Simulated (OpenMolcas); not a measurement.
**SiH4O (SMILES O[SiH3]) at 6 levels**

Aim: a comparison of 6 runs (HF/cc-pVTZ, B2PLYP/cc-pVTZ, BLYP/cc-pVTZ, M06-L/cc-pVTZ, TPSS/cc-pVTZ, r2SCAN/cc-pVTZ) of SiH4O. 

The calculation is run with OpenMolcas 26.06.

1 further run of the same task is left out (set aside as unsound or not needed).

## (1) The molecule

SiH4O: 6 atoms, total charge 0, spin state singlet. As SMILES, `O[SiH3]`. The O1–H3 distance was set to 2.106 Å, away from the relaxed value. At this shape a bond of the SMILES string is far longer than usual.

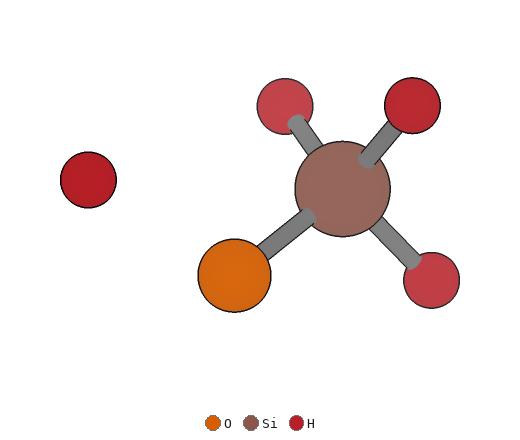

The structure, seen from a chosen angle (oxygen orange, silicon brown, hydrogen red).

## (2) A single-point energy at HF/cc-pVTZ (run 1)

Contents of coord.xyz:

```xyz
6

O      1.317795    -0.311646    -0.163819
Si     0.645395     1.065154    -0.769819
H      0.069100    -1.629200     0.904700
H     -0.447205     0.764354    -1.735619
H      1.741595     1.783554    -1.458419
H      0.078795     1.921054     0.308881
```

Contents of test.input:

```
* H4OSi Hartree-Fock

&gateway
 baslib = $CurrDir
 coord = coord.xyz
 basis = cc-pVTZ
 group = NoSym

&seward

&scf
 thresholds = 1e-10 1e-07 1e-07 1e-05
 prorbitals = 1 1
```

The basis set cc-pVTZ is read from a file made from the Basis Set Exchange's data (not shown).

On the command line:

```bash
$ export MOLCAS_MEM=1860
$ pymolcas test.input > test.log
```

Log:

```text
--- Start Module: gateway ---
[...]
--- Stop Module: gateway /rc=_RC_ALL_IS_WELL_ ---
--- Start Module: seward ---
[...]
      Basis functions          120
--- Stop Module: seward /rc=_RC_ALL_IS_WELL_ ---
[...]
--- Start Module: scf ---
[...]
       Convergence after  15 Iterations
[...]
::    Total SCF energy                               -365.9559288885
[...]
      Total spin, S                                     0.0000000000
[...]
      Total electronic charge=   26.000000
      Total            charge=   -0.000000
[...]
      Dipole Moment (debye):
      Origin of the operator (angstrom)=    0.8455    0.5766   -0.5448
                   X= -1.6377E+00               Y= -9.2133E-01               Z=  9.4473E-01           Total=  2.1032E+00
      Quadrupole Moment (debye*angstrom):
[...]
--- Stop Module: scf /rc=_RC_ALL_IS_WELL_ ---
[...]
```

It took 39 s on 1 thread of AMD EPYC 7R43 (Zen 3), shared host; peak memory 0.76 GiB.

## (3) The energy at B2PLYP/cc-pVTZ (run 2)

Contents of mol.input:

```
* H4OSi Kohn-Sham DFT

&gateway
 baslib
 $CurrDir
 coord
 6
 angstrom
 O        1.317795      -0.311646      -0.163819
 Si       0.645395       1.065154      -0.769819
 H        0.069100      -1.629200       0.904700
 H       -0.447205       0.764354      -1.735619
 H        1.741595       1.783554      -1.458419
 H        0.078795       1.921054       0.308881
 basis
 cc-pVTZ
 group
 NoSym

&seward
 gridinput
 Grid=UltraFine
 End of Grid

&scf
 ksdft
 B2PLYP_SCF
 thresholds
 1e-10 1e-07 1e-07 1e-05
 prorbitals
 1 2

&mbpt2
 frozen
 6
```

The basis set cc-pVTZ is read from a file made from the Basis Set Exchange's data (not shown).

On the command line:

```bash
$ export MOLCAS_MEM=1860
$ pymolcas mol.input > mol.log
```

Log:

```text
--- Start Module: gateway ---
[...]
--- Stop Module: gateway /rc=_RC_ALL_IS_WELL_ ---
[...]
      Basis functions          120
[...]
--- Start Module: scf ---
[...]
       Convergence after  16 Iterations
[...]
::    Total KS-DFT energy                            -366.6778434596
[...]
      Total spin, S                                     0.0000000000
[...]
      Total electronic charge=   26.000000
      Total            charge=   -0.000000
[...]
      Dipole Moment (debye):
      Origin of the operator (angstrom)=    0.8455    0.5766   -0.5448
                   X= -1.4730E+00               Y= -6.9568E-01               Z=  7.7453E-01           Total=  1.8038E+00
      Quadrupole Moment (debye*angstrom):
[...]
--- Stop Module: scf /rc=_RC_ALL_IS_WELL_ ---
[...]
--- Start Module: mbpt2 ---
[...]
 ###    WARNING: MP2 implementation intended for RHF references only         ###
 ###############################################################################
MBPT2 WARNING: Reference function according to RunFile:KS-DFT
I'll assume you know what you're doing and continue
WARNING!
Default frozen orbitals as non valence orbitals is overwritten by user input.
Default values:   3
[...]
       Reference weight ( Cref**2 )         =        0.72933
::    Total MBPT2 energy                             -367.2265990987
[...]
      Total MBPT2 calculations                           0.97      1.06
--- Stop Module: mbpt2 /rc=_RC_ALL_IS_WELL_ ---
[...]
```

It took 59 s on 1 thread of AMD EPYC 7R43 (Zen 3), shared host; peak memory 0.76 GiB.

Runs 3 to 5 aren't shown in full; the table further down has their settings and results.

## (4) A single-point energy at r2SCAN/cc-pVTZ (run 6)

Contents of test.inp:

```
>>> EXPORT MOLCAS_PRINT=2

&GATEWAY
 BasLib = $CurrDir
 Coord
 6
 angstrom
 O        1.317795      -0.311646      -0.163819
 Si       0.645395       1.065154      -0.769819
 H        0.069100      -1.629200       0.904700
 H       -0.447205       0.764354      -1.735619
 H        1.741595       1.783554      -1.458419
 H        0.078795       1.921054       0.308881
 Basis = cc-pVTZ
 Group = NoSym

&SEWARD
 GridInput
 Grid=UltraFine
 End of Grid

&SCF
 KSDFT = 2
 1.0 MGGA_X_R2SCAN
 1.0 MGGA_C_R2SCAN
 Thresholds = 1e-10 1e-07 1e-07 1e-05
 PrOrbitals = 0
```

The basis set cc-pVTZ is read from a file made from the Basis Set Exchange's data (not shown).

On the command line:

```bash
$ export MOLCAS_MEM=1860
$ pymolcas test.inp > test.log
```

Log:

```text
--- Start Module: gateway ---
[...]
--- Stop Module: gateway /rc=_RC_ALL_IS_WELL_ ---
--- Start Module: seward ---
[...]
      Basis functions          120
--- Stop Module: seward /rc=_RC_ALL_IS_WELL_ ---
[...]
--- Start Module: scf ---
[...]
       Convergence after  21 Iterations
[...]
::    Total KS-DFT energy                            -366.9305314738
[...]
      Total spin, S                                     0.0000000000
[...]
      Total electronic charge=   26.000000
      Total            charge=   -0.000000
[...]
      Dipole Moment (debye):
      Origin of the operator (angstrom)=    0.8455    0.5766   -0.5448
                   X= -1.2514E+00               Y= -3.6498E-01               Z=  5.3024E-01           Total=  1.4073E+00
      Quadrupole Moment (debye*angstrom):
[...]
--- Stop Module: scf /rc=_RC_ALL_IS_WELL_ ---
[...]
```

Wall time 73 s (1 thread of AMD EPYC 7R43 (Zen 3), shared host); peak memory 0.76 GiB.

## (5) All runs side by side

| run | level | frozen core orbitals | integration grid | energy (Eh) | dipole moment (D) | HOMO energy (eV) | LUMO energy (eV) | wall time |
| --- | --- | --- | --- | --- | --- | --- | --- | --- |
| 1 | HF/cc-pVTZ | – | – | -365.955929 | 2.10 | -11.13 | -2.04 | 39 s |
| 2 | B2PLYP/cc-pVTZ | 6 | UltraFine | -366.826007 | 1.80 | -9.68 | -4.18 | 59 s |
| 3 | BLYP/cc-pVTZ | – | UltraFine | -366.993290 | 1.21 | -6.69 | -6.05 | 62 s |
| 4 | M06-L/cc-pVTZ | – | UltraFine | -366.986296 | 1.29 | -7.10 | -6.03 | 90 s |
| 5 | TPSS/cc-pVTZ | – | UltraFine | -367.042843 | 1.28 | -6.95 | -6.11 | 59 s |
| 6 | r2SCAN/cc-pVTZ | – | UltraFine | -366.930531 | 1.41 | -7.10 | -6.15 | 73 s |

## (6) Outcome

| quantity | value |
| --- | --- |
| run 6: total energy | -366.93053 Eh |
| run 6: dipole moment | 1.41 D |
| run 6: HOMO energy | -7.10 eV |
| run 6: LUMO energy | -6.15 eV |
| run 6: HOMO–LUMO gap | 0.96 eV |

**Reading.** The dipole moment (its size) runs from 1.21 D (BLYP/cc-pVTZ) to 2.10 D (HF/cc-pVTZ). The HOMO–LUMO gap runs from 0.63 eV (BLYP/cc-pVTZ) to 9.08 eV (HF/cc-pVTZ). Exact exchange widens orbital gaps. For B2PLYP the log adds the whole second-order term; the table takes 0.27 of it, as the functional is defined. Totals of different functionals can't be ranked against each other. In runs 1, 2, 3, 4, 5, 6 a closed-shell determinant meets a far-stretched bond, which it describes badly. All runs together took 6.4 min, the longest 90 s.
